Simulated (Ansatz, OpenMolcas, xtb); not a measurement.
How methods differ on CH6BNO2 (SMILES OBNCO)

The species is CH6BNO2 (11 atoms), meant as a singlet with charge 0. SMILES: `OBNCO`. The coordinates come from a PBE0-D4/def2-TZVP relaxation. This is a higher conformer, about 10 kJ/mol above the lowest found by a separate search.

Each level gives the HOMO–LUMO gap (eV). The values are calculated.

```tsv
level	kind	program	value (eV)	CPU time
GFN2-xTB	semi-empirical	xtb	6.50	under 2 s
HF/def2-SVP	Hartree–Fock	OpenMolcas	15.26	16 s
SVWN5/def2-SVP	LDA	Ansatz	5.92	5.5 s
PBE/def2-SVP	GGA	OpenMolcas	5.98	57 s
r2SCAN/def2-SVP	meta-GGA	Ansatz	6.91	14 s
M06-2X/def2-SVP	hybrid meta-GGA	OpenMolcas	10.61	69 s
PBE0/def2-SVP	global hybrid	Ansatz	8.44	9.9 s
CAM-B3LYP/def2-SVP	range-separated hybrid	Ansatz	10.75	11 s
B2PLYP/def2-SVP	double hybrid	OpenMolcas	10.87	39 s
```

The values span 5.92 to 15.26 eV. Orbital gaps aren't excitation energies, and those of double hybrids come from the SCF part alone; they tend to grow with the share of exact exchange. Times are those of the runs behind each value, whatever else they computed, on shared processors of several kinds: orders of magnitude only.

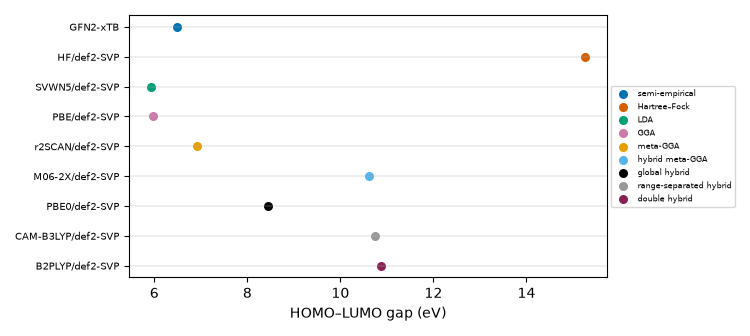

The values of the table, level by level.
